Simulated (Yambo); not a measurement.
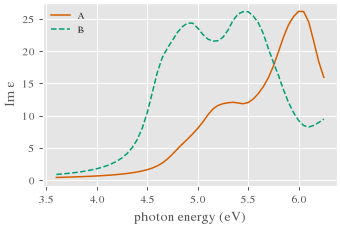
Figure. Two computed absorption spectra of BeTe (zinc blende, space group F-43m, No. 216) under isotropic strain of +1 % on all lattice vectors (Yambo, PBE bands with the same scissor, field along x)

**Question.** Which curve includes the electron-hole attraction (BSE)?

**Answer.** Curve B: the attraction moves weight to lower energy (centre of the plotted range 5.2 eV against 5.6 eV). Settings: 10×10×10 mesh, 3 valence and 3 conduction bands, static screening with 28 bands and a 4 Ry block, scissor 1.12 eV, Tamm-Dancoff. The scissor comes from a G0W0 run whose convergence isn't established. Broadening 0.15 eV. The band window holds all transitions up to 4.8 eV; the range above that lacks some weight. On this mesh the peak heights and the fine structure are mesh artefacts; only the shift of weight is robust.

Spin-orbit coupling is not included.

Geometry strained from the cell relaxed with PBEsol, atoms relaxed again; primitive cell a = 4.004 Å, b = 4.004 Å, c = 4.004 Å, α = 60.00°, β = 60.00°, γ = 60.00°.

The potentials are those of PseudoDojo's stringent table.
